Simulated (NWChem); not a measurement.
**HBr (SMILES Br) at PBE0/cc-pVTZ**

What is the vertical singlet–triplet gap of HBr at PBE0/cc-pVTZ? 

Program for the calculation: NWChem 7.3.0.

8 further runs of the same task are left out: 8 that didn't finish.

**1. The system as given**

The species is HBr (2 atoms), meant as a singlet with charge 0. As SMILES, `Br`. The coordinates come from a PBE0-D4/def2-TZVP relaxation.

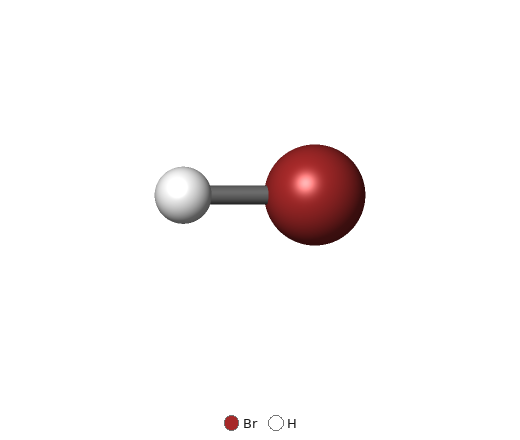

Viewed from a chosen angle; bromine red, hydrogen white.

**2. Energy and forces at PBE0/cc-pVTZ**

Contents of calc.xyz:

```xyz
2

Br    -0.603220     0.217960    -0.305050
H      0.603220    -0.217960     0.305050
```

Contents of run.py:

```python
from ase.io import read
from ase.calculators.nwchem import NWChem

atoms = read('calc.xyz')

calc = NWChem(
    label='calc',
    theory='dft',
    memory='2200 mb',
    basis='cc-pVTZ',
    basispar='spherical bse',
    dft={'xc': 'pbe0', 'mult': '1', 'grid': 'xfine', 'convergence': 'energy 1e-08', 'iterations': '100', 'mulliken': None, 'print': 'low'},
)
atoms.calc = calc

forces = atoms.get_forces()
print("Total energy (eV):", round(atoms.get_potential_energy(), 6))
print("forces (eV/A):")
for s, f in zip(atoms.symbols, forces):
    print(f"{s:2s} {f[0]:10.5f} {f[1]:10.5f} {f[2]:10.5f}")
```

The run is started by

```sh
$ export ASE_NWCHEM_COMMAND="nwchem PREFIX.nwi > PREFIX.nwo"
$ python run.py
```

The program printed:

```text
Total energy (eV): -70055.852529
forces (eV/A):
Br   -0.00843    0.00303   -0.00427
H     0.00843   -0.00303    0.00427
```

The calculator wrote calc.nwi:

```
title "calc"

permanent_dir calc

scratch_dir calc

start calc

geometry units angstrom nocenter noautosym noautoz
  Br -6.0321999999999998e-01 2.1795999999999999e-01 -3.0504999999999999e-01
  H  6.0321999999999998e-01 -2.1795999999999999e-01 3.0504999999999999e-01
end

memory 2200 mb

basis spherical bse noprint
   * library cc-pVTZ
end

dft
  xc pbe0
  mult 1
  grid xfine
  convergence energy 1e-08
  iterations 100
  mulliken
  print low
end

task dft gradient
```

calc.nwo:

```text
Northwest Computational Chemistry Package (NWChem) 7.3.0
             --------------------------------------------------------

           Job information
           ---------------

    nwchem branch   = 7.3.0
    use scalapack   = T
    input           = calc.nwi
    prefix          = calc.
    data base       = calc/calc.db
    status          = startup
    nproc           =        1

           Memory information
           ------------------

    heap     =     72089600 doubles =      550.0 Mbytes
    stack    =     72089597 doubles =      550.0 Mbytes
    global   =    144179200 doubles =     1100.0 Mbytes (distinct from heap & stack)
    total    =    288358397 doubles =     2200.0 Mbytes
    verify   = yes
    hardfail = no

           Directory information
           ---------------------

  0 permanent = calc
  0 scratch   = calc

[... 27 lines left out ...]
            Nuclear Dipole moment (a.u.)
[... 44 lines left out ...]
   convergence    iter        energy       DeltaE   RMS-Dens  Diis-err    time
[... 9 lines left out ...]
         Total DFT energy =    -2574.505115860533
      One electron energy =    -3608.569792389726
           Coulomb energy =     1112.401391357193
    Exchange-Corr. energy =      -91.375465779919
 Nuclear repulsion energy =       13.038750951919
[... 9 lines left out ...]
    Atom       Charge   Shell Charges
 -----------   ------   -------------------------------------------------------
    1 Br  35    35.13   2.00  2.01  1.90  0.43  1.11  0.48  6.00  5.83  1.24  2.82  1.28  9.65  0.36  0.02  0.00
    2 H    1     0.87   0.22  0.48  0.11  0.01  0.06  0.00

     -------------------------------------------
      Total Density - Lowdin Population Analysis
     -------------------------------------------

    Atom       Charge   Shell Charges
 -----------   ------   -------------------------------------------------------
    1 Br  35    34.86   2.00  1.93  1.31  0.76  1.13  0.58  5.99  4.81  1.89  2.87  1.54  9.32  0.65  0.06  0.01
    2 H    1     1.14   0.22  0.43  0.22  0.01  0.23  0.03

                         DFT ENERGY GRADIENTS

    atom               coordinates                        gradient
                 x          y          z           x          y          z
   1 Br     -1.139921   0.411885  -0.576461    0.000164  -0.000059   0.000083
   2 H       1.139921  -0.411885   0.576461   -0.000164   0.000059  -0.000083

 Task  times  cpu:       95.6s     wall:       95.6s
 Total times  cpu:       95.6s     wall:       95.6s
```

It took 97 s on 1 thread of Intel Xeon Platinum 8259CL at 2.50GHz (Skylake/Cascade Lake), shared host; peak memory 0.14 GiB.

**3. The triplet: a single-point energy at UPBE0/cc-pVTZ**

Contents of sp.nw:

```
START sp
memory 2200 mb
GEOMETRY noautosym nocenter noautoz
 Br    -0.603220     0.217960    -0.305050
 H      0.603220    -0.217960     0.305050
END
BASIS spherical bse
 * library cc-pVTZ
END
DFT
 xc pbe0
 mult 3
 grid xfine
 convergence energy 1e-08
 iterations 100
 mulliken
END
TASK dft
```

The run is started by

```sh
$ nwchem sp.nw > sp.out
```

The program printed:

```text
[...]
          Wavefunction type:  spin polarized.
          No. of atoms     :     2
          No. of electrons :    36
[...]
          Charge           :     0
          Spin multiplicity:     3
[...]
          AO basis - number of functions:    57
[...]
              XC Information
              --------------
                         PBE0 Method XC Functional
                     Hartree-Fock (Exact) Exchange  0.250
          PerdewBurkeErnzerhof Exchange Functional  0.750
            Perdew 1991 LDA Correlation Functional  1.000 local
           PerdewBurkeErnz. Correlation Functional  1.000 non-local
[...]
 d= 0,ls=0.0,diis     1  -2574.2461298177 -2.59D+03  3.17D-02  8.46D-02    19.2
[...]
 d= 0,ls=0.0,diis     8  -2574.2747964668 -7.82D-09  2.89D-06  4.83D-09    94.7
[...]
         Total DFT energy =    -2574.274796466821
      One electron energy =    -3605.935910203910
           Coulomb energy =     1109.990986543417
    Exchange-Corr. energy =      -91.368623758247
 Nuclear repulsion energy =       13.038750951919
[...]
      Total Density - Mulliken Population Analysis
     ---------------------------------------------
    Atom       Charge   Shell Charges
 -----------   ------   -------------------------------------------------------
    1 Br  35    34.57   2.00  2.01  1.90  0.46  1.16  0.33  6.00  5.83  1.19  2.62  0.95  9.65  0.38  0.08  0.01
    2 H    1     1.43   0.24  0.53  0.61  0.01  0.03  0.00
[...]
      <S2> =      2.0041 (Exact =     2.0000)
[...]
```

Wall time 95 s (1 thread of Intel Xeon Platinum 8259CL at 2.50GHz (Skylake/Cascade Lake), shared host); peak memory 0.13 GiB.

**4. What came out**

Level: PBE0/cc-pVTZ.

| quantity | value |
| --- | --- |
| singlet: total energy | -2574.50512 Eh |
| singlet: largest force on an atom | 0.010 eV/Å |
| triplet: total energy | -2574.27480 Eh |
| triplet: dipole moment | 1.36 D |
| triplet: HOMO energy (highest over α and β) | -2.90 eV |
| triplet: ⟨S²⟩ | 2.004 |
| vertical energy of the triplet above the singlet | 6.267 eV |

What this shows: At this shape the triplet lies 6.27 eV (605 kJ/mol) above the singlet.
